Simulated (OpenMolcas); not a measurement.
# doublet BFH3 at 4 levels

Wanted: a comparison of 4 runs (ROHF/STO-3G, U-r2SCAN/STO-3G, UB3LYP/STO-3G, UPBE0/STO-3G) of doublet BFH3. 

Program for the calculation: OpenMolcas 26.06.

## Step 1: Starting point

The species is BFH3 (5 atoms), typed as a doublet with charge 0. As SMILES of the parent species, `[H][B-]([H])([H])F`. Geometry: a GFN2-xTB relaxation, a rough one for these elements and not checked as a minimum. That shape belongs to the parent species and isn't relaxed for this state.

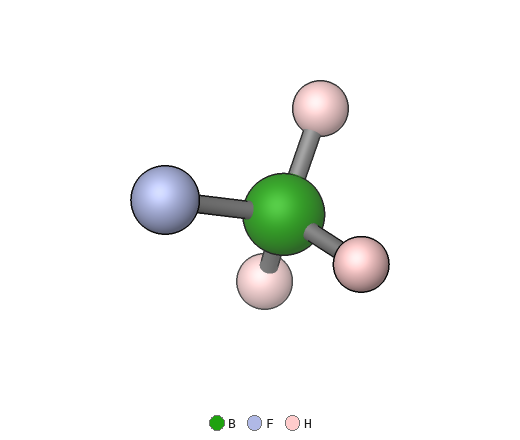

The structure, seen from a chosen angle (boron green, fluorine light blue, hydrogen pink).

## Step 2: A single-point energy at ROHF/STO-3G (run 1)

File step1.input:

```
&GATEWAY
  BASLIB=$CurrDir
  COORD
  5
  angstrom
  B       -0.000350       0.000360      -0.057130
  F        0.012500      -0.020940       1.389230
  H        1.160070       0.011720      -0.454270
  H       -0.590550       1.012650      -0.424140
  H       -0.581670      -1.003790      -0.453700
  BASIS=STO-3G
  GROUP=NoSym

&SEWARD

&SCF
  UHF
  SPIN=2
  SCRAMBLE=0.25
  PRORBITALS=1 1

&RASSCF
  FILEORB=$Project.UnaOrb
  SPIN=2
  NACTEL=1 0 0
  INACTIVE=8
  RAS2=1
  OUTORBITALS=Canonical
  ORBLISTING=Nothing
```

The basis set STO-3G is read from a file made from the Basis Set Exchange's data (not shown).

Run with:

```bash
$ export MOLCAS_MEM=1860
$ pymolcas step1.input > step1.log
```

Standard output:

```text
--- Start Module: gateway ---

                                              &GATEWAY

                       available to each process: 1.9 GB of memory, 1 thread

 Basis Set     1 Label: B.STO-3G
 Basis set is read from library:.
 basistype.tbl is not found

 Basis Set     2 Label: F.STO-3G
 Basis set is read from library:.
 basistype.tbl is not found

 Basis Set     3 Label: H.STO-3G
 Basis set is read from library:.
 basistype.tbl is not found

++    Symmetry information:
      ---------------------

[... 212 lines left out ...]
       Convergence after  17 Iterations
[... 128 lines left out ...]
      Nuclear repulsion energy =   30.29698663
[... 88 lines left out ...]
      printout of CI-coefficients larger than  0.05 for root  1
[... 11 lines left out ...]
++    Final optimization conditions:
[... 46 lines left out ...]
      Dipole Moment (debye):
[... 11 lines left out ...]
      Mulliken spin population analysis for root number:  1
      ---------------------------------------------------

++    Molecular charges:
      ------------------

      Mulliken spin population per centre
      ---------------------------

                B1      F2      H3      H4      H5
      Total    0.0195  0.9081  0.0265  0.0438  0.0020

      Total electronic spin=    1.000000
--

      Canonical orbitals are written to the RASORB file
      Natural orbitals for root   1 are written to the RASORB.1 file
      Spin density orbitals for root   1 are written to the SPDORB.1 file

--- Stop Module: rasscf /rc=_RC_ALL_IS_WELL_ ---

.##################.
.# Happy landing! #.
.##################.

    Timing: Wall=2.29 User=1.76 System=0.52
```

It took 2.6 s on 1 thread of Arm Neoverse V1, shared host; peak memory 0.37 GiB.

## Step 3: A single-point energy at U-r2SCAN/STO-3G (run 2)

File calc.input:

```
* BFH3 Kohn-Sham DFT
>>> EXPORT MOLCAS_PRINT=2

&GATEWAY
 BASLIB = $CurrDir
 COORD
 5
 angstrom
 B       -0.000350       0.000360      -0.057130
 F        0.012500      -0.020940       1.389230
 H        1.160070       0.011720      -0.454270
 H       -0.590550       1.012650      -0.424140
 H       -0.581670      -1.003790      -0.453700
 BASIS = STO-3G
 GROUP = NoSym

&SEWARD
 GRIDINPUT
 Grid=UltraFine
 End of Grid

&SCF
 UHF
 SPIN = 2
 KSDFT = 2
 1.0 MGGA_X_R2SCAN
 1.0 MGGA_C_R2SCAN
 THRESHOLDS = 1e-10 1e-07 1e-07 1e-05
 PRORBITALS = 1 1
```

The basis set STO-3G is read from a file made from the Basis Set Exchange's data (not shown).

Run with:

```bash
$ export MOLCAS_MEM=1860
$ pymolcas calc.input > calc.log
```

Standard output:

```text
--- Start Module: gateway ---

                                              &GATEWAY

                       available to each process: 1.9 GB of memory, 1 thread

 Basis Set     1 Label: B.STO-3G
 Basis set is read from library:.
 basistype.tbl is not found

 Basis Set     2 Label: F.STO-3G
 Basis set is read from library:.
 basistype.tbl is not found

 Basis Set     3 Label: H.STO-3G
 Basis set is read from library:.
 basistype.tbl is not found

++    Symmetry information:
      ---------------------

[... 207 lines left out ...]
++ Convergence information
[... 21 lines left out ...]
       Convergence after  22 Iterations
[... 4 lines left out ...]
 *                                                       Final Results                                                       *
[... 88 lines left out ...]
      Dipole Moment (debye):
[... 11 lines left out ...]
--- Stop Module: scf /rc=_RC_ALL_IS_WELL_ ---
--- Module scf spent 10 seconds ---

.##################.
.# Happy landing! #.
.##################.

    Timing: Wall=11.34 User=9.54 System=1.73
```

It took 12 s on 1 thread of Arm Neoverse V1, shared host; peak memory 0.37 GiB.

Run 3 isn't shown in full; the table further down has it.

## Step 4: The energy at UPBE0/STO-3G (run 4)

File calc.inp:

```
* BFH3 Kohn-Sham DFT
>>> EXPORT MOLCAS_PRINT=2

&GATEWAY
 BasLib=$CurrDir
 Coord
 5
 angstrom
 B       -0.000350       0.000360      -0.057130
 F        0.012500      -0.020940       1.389230
 H        1.160070       0.011720      -0.454270
 H       -0.590550       1.012650      -0.424140
 H       -0.581670      -1.003790      -0.453700
 Basis=STO-3G
 Group=NoSym

&SEWARD
 GridInput
 Grid=UltraFine
 End of Grid

&SCF
 UHF
 Spin=2
 KSDFT=PBE0
 Thresholds=1e-10 1e-07 1e-07 1e-05
 PrOrbitals=1 1
```

The basis set STO-3G is read from a file made from the Basis Set Exchange's data (not shown).

Run with:

```bash
$ export MOLCAS_MEM=1860
$ pymolcas calc.inp > calc.log
```

Standard output:

```text
--- Start Module: gateway ---

                                              &GATEWAY

                       available to each process: 1.9 GB of memory, 1 thread

 Basis Set     1 Label: B.STO-3G
 Basis set is read from library:.
 basistype.tbl is not found

 Basis Set     2 Label: F.STO-3G
 Basis set is read from library:.
 basistype.tbl is not found

 Basis Set     3 Label: H.STO-3G
 Basis set is read from library:.
 basistype.tbl is not found

++    Symmetry information:
      ---------------------

[... 209 lines left out ...]
++ Convergence information
[... 27 lines left out ...]
       Convergence after  22 Iterations
[... 4 lines left out ...]
 *                                                       Final Results                                                       *
[... 88 lines left out ...]
      Dipole Moment (debye):
[... 11 lines left out ...]
--- Stop Module: scf /rc=_RC_ALL_IS_WELL_ ---
--- Module scf spent 7 seconds ---

.##################.
.# Happy landing! #.
.##################.

    Timing: Wall=8.09 User=6.26 System=1.78
```

Wall time 8.4 s (1 thread of Arm Neoverse V1, shared host); peak memory 0.37 GiB.

## Step 5: All runs side by side

```
run            level  scramble  integration grid  SCF convergence threshold  energy (Eh)  dipole moment (D)  wall time
  1      ROHF/STO-3G      0.25                 –                          –  -124.067085               2.73      2.6 s
  2  U-r2SCAN/STO-3G         –         UltraFine                      1e-10  -124.615886               1.11       12 s
  3    UB3LYP/STO-3G         –         UltraFine                      1e-10  -124.660749               1.20      8.7 s
  4     UPBE0/STO-3G         –         UltraFine                      1e-10  -124.537314               1.21      8.4 s
```

## Step 6: Summary of results

```
                                 quantity          value
                      run 4: total energy  -124.53731 Eh
                     run 4: dipole moment         1.21 D
run 4: HOMO energy (highest over α and β)       -6.51 eV
 run 4: LUMO energy (lowest over α and β)       -3.80 eV
                              run 4: ⟨S²⟩          0.753
```

In words: The dipole moment runs from 1.11 D (U-r2SCAN/STO-3G) to 2.73 D (ROHF/STO-3G). Totals of different functionals can't be ranked against each other. All runs together took 31 s, the longest 12 s.
